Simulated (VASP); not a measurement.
Band structure of InW (space group Pm-3m). Method: PBE GGA, VASP's PBE PAW potentials (set 64) (plane waves; VASP).

Unless said otherwise, spin-orbit coupling is left out, though it shifts the bands of the heavy elements here.

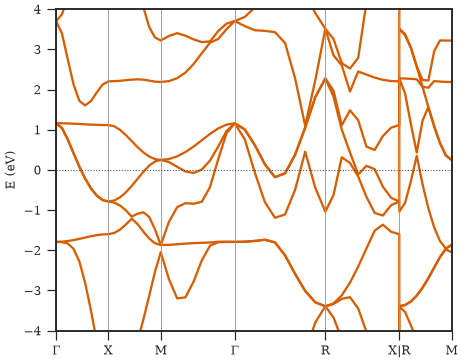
*Bands along high-symmetry lines, zero at the valence-band maximum or, without a gap, the Fermi level*

Question: Read the plot: is there a gap, and where are the band edges?

Answer: It has no gap at this level: it comes out as a metal or semimetal.

The structure was generated: InW was put into an ordered model structure, which need not be its known phase. The cell was not relaxed at this level. The electron count is odd and the run is not spin-polarised, which forces a metal.
